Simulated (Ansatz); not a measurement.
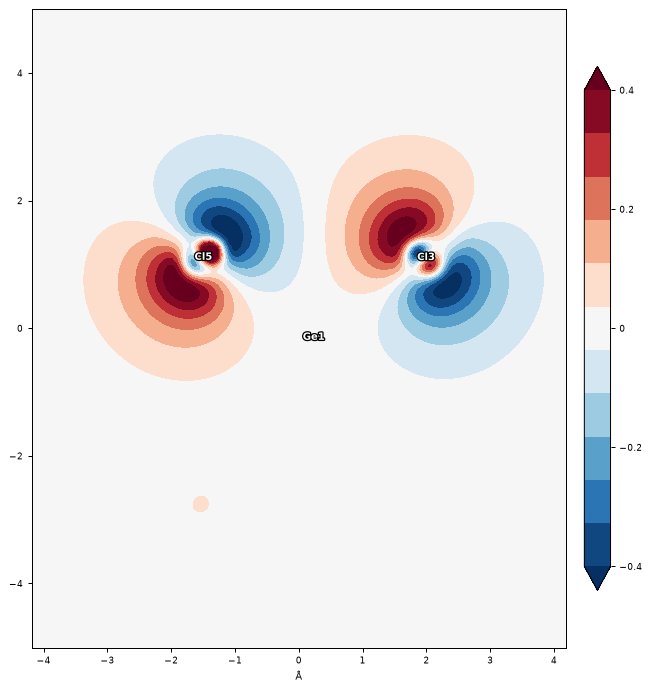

Figure 1: Cl3GeH···H2O. The HOMO−1 on the plane of atoms Cl3, Ge1 and Cl5 (values in Å⁻³ᐟ²; the overall sign is arbitrary).

Method: RKS B3LYP-D4/def2-SVP (Ansatz).

The calculation's input:

```
crystal:
  periodic: [false, false, false]
  atoms:
    - { symbol: Ge, position_ang: [-0.4173, 0.5239, -0.3516] }
    - { symbol: H, position_ang: [-0.6927, -1.4227, -0.0171] }
    - { symbol: Cl, position_ang: [-1.4682, 0.3656, -2.2439] }
    - { symbol: Cl, position_ang: [-1.6723, 1.2758, 1.1976] }
    - { symbol: Cl, position_ang: [1.0513, 2.0203, -0.7934] }
    - { symbol: H, position_ang: [0.1696, -1.536, 0.4377] }
    - { symbol: O, position_ang: [1.0847, -0.6697, 0.6718] }
    - { symbol: H, position_ang: [1.9449, -0.5572, 1.0989] }
basis:
  gaussian: { orbitals: def2-SVP }
hamiltonian:
  xc: b3lyp
  dispersion: d4
relax:
  f_tol: 0.15
  max_steps: 25
  restrain:
    - { distance: [0, 6], at: 3.16, k: 30.0 }
    - { distance: [5, 1], at: 1.92, k: 30.0 }
    - { distance: [0, 1], at: 1.51, k: 30.0 }
    - { distance: [5, 6], at: 0.97, k: 30.0 }
output:
  orbitals: {}
```

Run with:

```sh
ansatz run input.yaml --threads 2 --pin off --max-ram 3072MiB --backend cpu --events-out ev --progress --plain --runs-dir out
```

The fields are those of the run's last geometry, not of the input's.

Question: Describe this orbital and give its energy.

Answer: By Hirshfeld shares it lies mainly on Cl5 (about 35 %), Cl3 (about 35 %) and Cl4 (about 20 %); largely a combination of lone pairs on Cl5, Cl3 and Cl4. Its energy is −8.83 eV.
